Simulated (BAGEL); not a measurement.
# BHO2 (oxoborinic acid) at B3LYP/6-31G(d) (density fitting with qzvpp-jkfit, spherical functions)

What is the energy change on altering one bond length of BHO2 (oxoborinic acid) at B3LYP/6-31G* (density fitting with qzvpp-jkfit, spherical functions)? 

The calculation is run with BAGEL 1.2.2.

1 further run of the same task is left out (set aside as unsound or not needed). Runs told in other sessions of the task aren't counted.

## 1. The structure to begin with

The species is BHO2 (4 atoms), meant as a singlet with charge 0. As SMILES, `O=BO`. Geometry: relaxed at PBE0-D4/def2-TZVP.

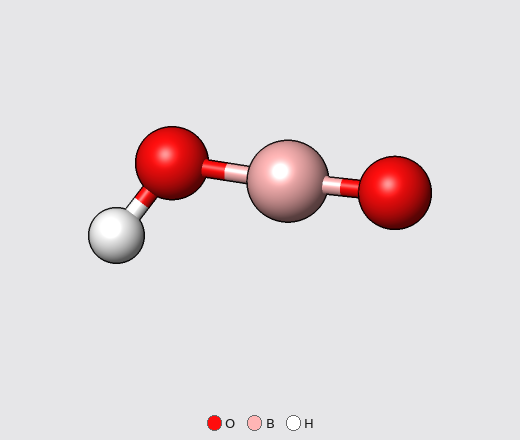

Viewed from a chosen angle; oxygen red, boron pink, hydrogen white.

## 2. A single-point energy at B3LYP/6-31G(d) (density fitting with qzvpp-jkfit, spherical functions)

input.json

```json
{ "bagel": [

{
  "title": "molecule",
  "basis": "6-31gs.json",
  "df_basis": "qzvpp-jkfit",
  "angstrom": true,
  "geometry": [
    { "atom": "O", "xyz": [      -1.555100,       0.523500,       0.428500 ] },
    { "atom": "B", "xyz": [      -0.423900,       0.132000,       0.248600 ] },
    { "atom": "O", "xyz": [       0.816700,      -0.302000,       0.108600 ] },
    { "atom": "H", "xyz": [       1.162300,      -0.353500,      -0.785700 ] }
  ]
},

{
  "title": "ks",
  "xc_func": "b3lyp"
},

{
  "title": "print",
  "file": "orbitals.molden",
  "orbitals": true
}

]}
```

The basis set 6-31G* is read from a file made from the Basis Set Exchange's data (not shown).

Launch:

```console
$ BAGEL_NUM_THREADS=1 BAGEL input.json > input.out
```

Standard output:

```text
* using 1 threads per process

  ===============================================================
  ===============================================================

  *** Geometry ***

  { "atom" : "O", "xyz" : [     -2.938713,      0.989272,      0.809748 ] },
  { "atom" : "B", "xyz" : [     -0.801055,      0.249444,      0.469786 ] },
  { "atom" : "O", "xyz" : [      1.543339,     -0.570697,      0.205224 ] },
  { "atom" : "H", "xyz" : [      2.196429,     -0.668018,     -1.484758 ] },

  Number of auxiliary basis functions:      247

  Since a DF basis is specified, we compute 2- and 3-index integrals:
    o Being stored without compression. Storage requirement is 0.004 GB

  Number of basis functions:       44
  Number of electrons      :       22

    * METHOD: MOLECULE                             0.05

  *** Kohn-Sham DFT ***

    * Removing 5763 points whose weight is below 1.00e-10
    * Grid points: 53861

  === Nuclear Repulsion ===
    54.0055765754

       - DIIS with orbital gradients will be used.

  === KS iteration (b3lyp / 6-31gs.json) ===
      0       -162.86449934          0.18227367           0.09
      1       -159.88328472          0.22357833           0.07
      2       -167.36689536          0.18643175           0.06
      3       -175.69653276          0.04328835           0.06
      4       -175.73969984          0.04493508           0.06
      5       -175.93723171          0.01806886           0.06
      6       -175.95587932          0.01311780           0.06
      7       -175.97113026          0.00561605           0.06
      8       -175.97473190          0.00031252           0.06
      9       -175.97474148          0.00004325           0.06
     10       -175.97474167          0.00000476           0.06
     11       -175.97474168          0.00000149           0.06
     12       -175.97474168          0.00000045           0.06
     13       -175.97474168          0.00000032           0.06
     14       -175.97474168          0.00000006           0.06
     15       -175.97474168          0.00000002           0.06
     16       -175.97474168          0.00000000           0.06
    * SCF iteration converged.

    * Permanent dipole moment:
           (   -1.158358,     0.349222,     0.821064) a.u.

    * METHOD: KS                                   1.24

    * METHOD: PRINT                                0.01

  ===============================================================
```

Run time: 1.4 s. Hardware: 1 thread of Arm Neoverse V1, shared host.

## 3. The distorted shape, same level

input.json

```json
{ "bagel": [

{
  "title": "molecule",
  "basis": "6-31gs.json",
  "df_basis": "qzvpp-jkfit",
  "angstrom": true,
  "geometry": [
    { "atom": "O", "xyz": [   -1.831563,    0.564697,    1.143896 ] },
    { "atom": "B", "xyz": [   -0.700363,    0.173197,    0.963996 ] },
    { "atom": "O", "xyz": [    0.540237,   -0.260803,    0.823996 ] },
    { "atom": "H", "xyz": [    1.162300,   -0.353500,   -0.785700 ] }
  ]
},
{
  "title": "ks",
  "xc_func": "b3lyp"
},
{
  "title": "print",
  "file": "orbitals.molden",
  "orbitals": true
}

]}
```

The basis set 6-31G* is read from a file made from the Basis Set Exchange's data (not shown).

Launch:

```console
$ BAGEL_NUM_THREADS=1 BAGEL input.json > input.out
```

Standard output:

```text
* using 1 threads per process

  ===============================================================
  ===============================================================

  *** Geometry ***

  { "atom" : "O", "xyz" : [     -3.461152,      1.067123,      2.161650 ] },
  { "atom" : "B", "xyz" : [     -1.323494,      0.327295,      1.821688 ] },
  { "atom" : "O", "xyz" : [      1.020900,     -0.492846,      1.557127 ] },
  { "atom" : "H", "xyz" : [      2.196429,     -0.668018,     -1.484758 ] },

  Number of auxiliary basis functions:      247

  Since a DF basis is specified, we compute 2- and 3-index integrals:
    o Being stored without compression. Storage requirement is 0.004 GB

  Number of basis functions:       44
  Number of electrons      :       22

    * METHOD: MOLECULE                             0.05

  *** Kohn-Sham DFT ***

    * Removing 5076 points whose weight is below 1.00e-10
    * Grid points: 54548

  === Nuclear Repulsion ===
    51.4931152011

       - DIIS with orbital gradients will be used.

  === KS iteration (b3lyp / 6-31gs.json) ===
      0       -162.58787493          0.17476821           0.09
      1       -158.50706082          0.22457564           0.07
      2       -166.46733412          0.18135520           0.06
      3       -175.59438566          0.03742928           0.06
      4       -175.39249053          0.06013982           0.07
      5       -175.75533052          0.02506478           0.06
      6       -175.80402906          0.01790917           0.07
      7       -175.81962068          0.01251749           0.06
      8       -175.82317501          0.01140338           0.06
      9       -175.84020461          0.00071679           0.07
     10       -175.84029910          0.00039100           0.06
     11       -175.84033025          0.00005587           0.06
     12       -175.84033061          0.00001346           0.07
     13       -175.84033063          0.00000644           0.06
     14       -175.84033064          0.00000200           0.07
     15       -175.84033064          0.00000101           0.06
     16       -175.84033064          0.00000020           0.06
     17       -175.84033064          0.00000003           0.06
     18       -175.84033064          0.00000001           0.06
    * SCF iteration converged.

    * Permanent dipole moment:
           (   -1.144064,     0.326217,     1.041355) a.u.

    * METHOD: KS                                   1.41

    * METHOD: PRINT                                0.01

  ===============================================================
```

It took 1.6 s on 1 thread of Arm Neoverse V1, shared host.

## 4. Outcome

At B3LYP/6-31G* (density fitting with qzvpp-jkfit, spherical functions):

```
                                                         quantity          value
                                        first shape: total energy  -175.97474 Eh
                                       first shape: dipole moment         3.72 D
                                         first shape: HOMO energy       -8.66 eV
                                         first shape: LUMO energy        0.37 eV
                                       first shape: HOMO–LUMO gap        9.02 eV
                                    distorted shape: total energy  -175.84033 Eh
                                   distorted shape: dipole moment         4.02 D
                                     distorted shape: HOMO energy       -8.53 eV
                                     distorted shape: LUMO energy       -5.32 eV
                                   distorted shape: HOMO–LUMO gap        3.21 eV
energy change with the O3–H4 bond stretched from 0.960 to 1.728 Å       3.658 eV
```

**Reading.** With the O3–H4 bond stretched from 0.960 to 1.728 Å the energy rises by 3.66 eV (84 kcal/mol). The first shape isn't relaxed at this level, so the change isn't measured from a minimum. A restricted reference can't describe the breaking bond well at this length.
